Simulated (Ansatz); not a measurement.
```csv
atom,x (Å),y (Å),z (Å)
B,-0.5031,0.9561,0.7840
F,0.3380,0.3862,-0.0929
N,-1.8416,1.1564,0.4306
S,0.1858,1.4366,2.4105
H,-2.1913,0.8784,-0.4796
H,-2.5333,1.5781,1.0355
```

Geometry: B3LYP-D3(BJ)/def2-SVP.

Method: Ansatz 0.2.0, isolated molecule in a Gaussian basis; Kohn-Sham density functional theory, functional PBE0.

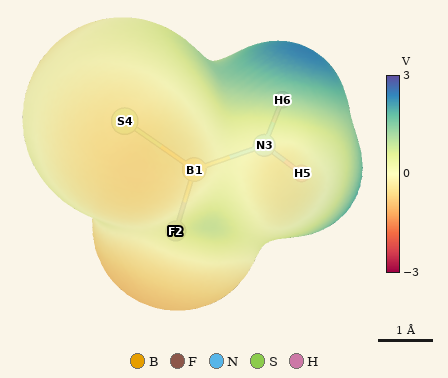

BFH2NS (SMILES NB(F)[S]) (doublet). The electrostatic potential painted on the density surface at 0.002 e/bohr³, seen at a tilt; the colour scale runs from red (negative) to blue (positive).

Q: Where is the surface potential most negative and most positive?

A: The most negative region (about −0.9 V, or −21 kcal/mol for a unit charge) lies over F2, the most positive (about +2.4 V, or +55 kcal/mol for a unit charge) over H5 and H6.

Q: What dipole moment does the calculation give?

A: Its dipole moment is 2.57 D.
